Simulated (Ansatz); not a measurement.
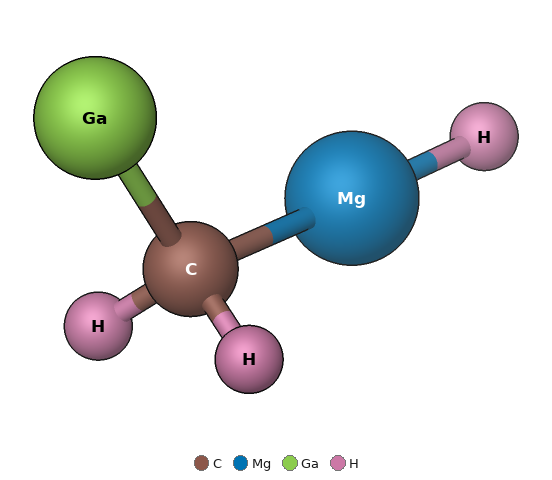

The picture shows a molecular structure as a ball-and-stick model. Every bond is drawn as one stick, whatever its order.

The computed structure is the end point of a PBE0-D4/def2-TZVP optimisation. No frequency run is at hand to confirm it as a minimum.

Description:

The molecule is CH3GaMg. This geometry has Cs symmetry. Coordination: 1 C tetrahedral; 1 Mg linear.

The parts below concern this one geometry. Atoms keep their numbers from picture to picture.

Electronic properties

No frequency run is at hand to confirm it as a minimum. Properties computed with RKS PBE0-D4/def2-TZVPP (Ansatz 0.2.0).

Question: What is the HOMO–LUMO gap?

Answer: 4.21 eV.

Question: What is the HOMO energy (Kohn–Sham orbital)?

Answer: −5.38 eV.

Dipole moment

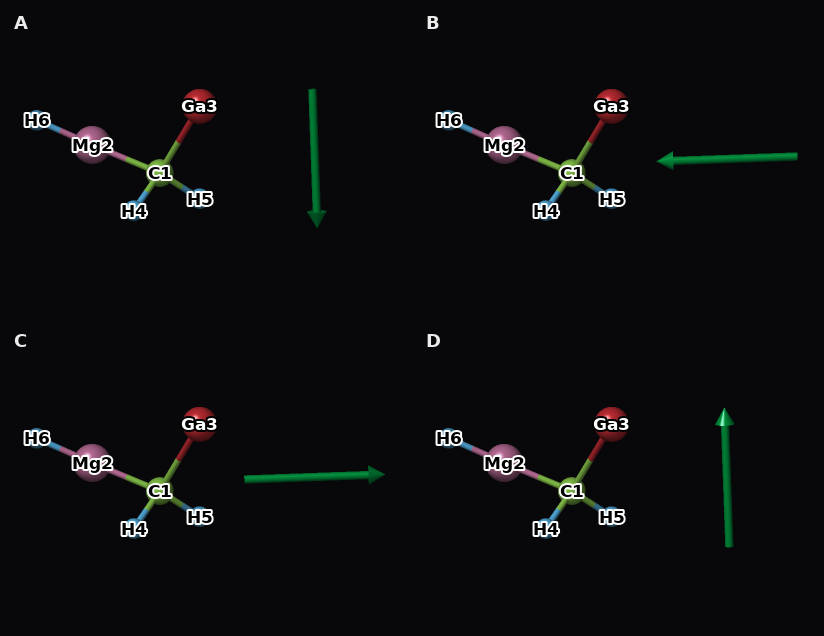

The same molecule four times, each with an arrow. No frequency run is at hand to confirm it as a minimum. Level of theory: RKS PBE0-D4/def2-TZVP (Ansatz 0.2.0).

Question: Which arrow points along the dipole moment, from the negative to the positive end?

Answer: A. The dipole moment is 1.06 D; it points from the side of Ga3 to the side of H4, H5 (the outermost atoms at the two ends).

Charges

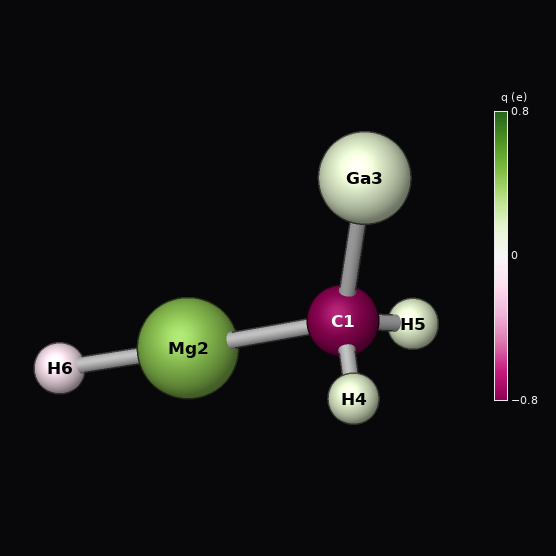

Atoms are coloured by their Mulliken charges. No frequency run is at hand to confirm it as a minimum. Properties computed with RKS PBE0-D4/def2-TZVP (Ansatz 0.2.0).

Give the Mulliken charges atom by atom.

```json
{"atom": "C1", "value (e)": "−0.79"}
{"atom": "Mg2", "value (e)": "0.44"}
{"atom": "Ga3", "value (e)": "0.16"}
{"atom": "H4", "value (e)": "0.16"}
{"atom": "H5", "value (e)": "0.16"}
{"atom": "H6", "value (e)": "−0.13"}
```

Mulliken values depend strongly on the basis set and can even reverse the polarity of a bond.
